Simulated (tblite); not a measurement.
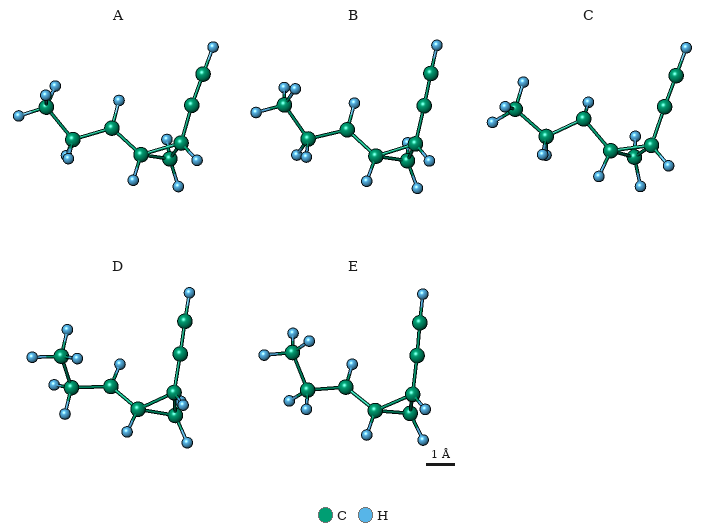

5 geometries from one relaxation of C$_{8}$H$_{11}$ (multiplicity 2), in shuffled order. The picture is a ball-and-stick view, seen face on.

Method: tblite, GFN2-xTB geometry optimisation, gas phase. 

Question: Order the frames from highest to lowest energy.

Answer: C, A, B, E, D. They are steps 0, 37, 73, 137, 174, at +25.6 kcal/mol, +2.60 kcal/mol, +0.97 kcal/mol, +0.40 kcal/mol relative to the last. The energy falls by 25.6 kcal/mol in 174 geometry steps. The largest move after the best rigid fit is that of an H atom, 1.57 Å. Largest moves by element: H 1.57 Å, C 1.16 Å. Near-neighbour distances that change, for instance: C–C 1.517 → 1.430 Å, C–C 1.495 → 1.565 Å, C–C 1.479 → 1.419 Å, C–H 1.138 → 1.088 Å. Bond angles that change, for instance: C–C–C 105.0° → 122.5°, C–C–H 108.4° → 118.5°, C–C–C 113.5° → 120.3°. Groups turn about C–C by about 35°.
